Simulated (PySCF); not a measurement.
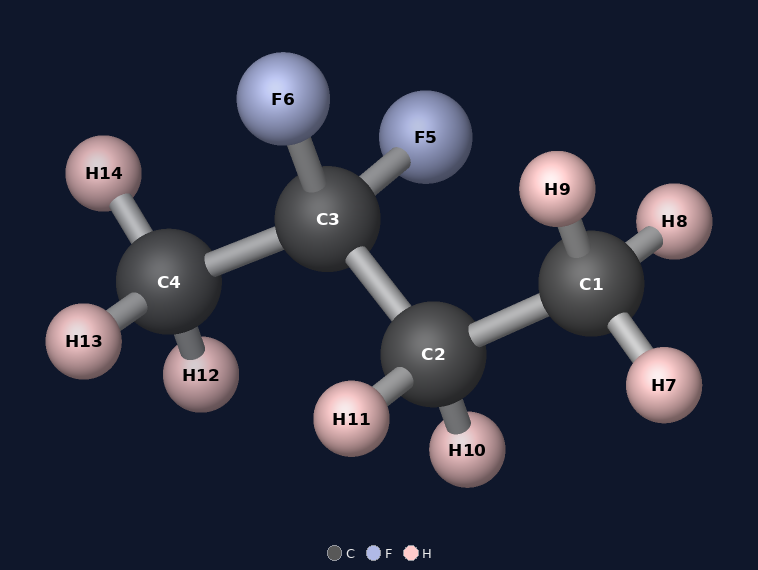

The computed structure is the end point of a PBE0-D3(BJ)/def2-SVP optimisation. No frequency run is at hand to confirm it as a minimum. Properties computed with B3LYP/pcJ-1 indirect spin-spin coupling, non-relativistic, gas phase (PySCF 2.14.0). Isotopes: 13C, 19F, 1H.

Give the spin–spin coupling constants of these pairs, with the number of bonds between them: C3/F5, C2/F6, C2/F5, C4/F6, C1/F5, F5/H12, F6/H13, F6/H12, F6/H10.

```
   pair  bonds apart  J (Hz)
 C3, F5            1  −293.8
 C2, F6            2    26.9
 C2, F5            2    26.9
 C4, F6            2    29.0
 C1, F5            3     5.0
F5, H12            3     1.1
F6, H13            3     1.5
F6, H12            3    42.0
F6, H10            3    30.6
```

Density functionals are unreliable for couplings to fluorine, so those rows may be far off.
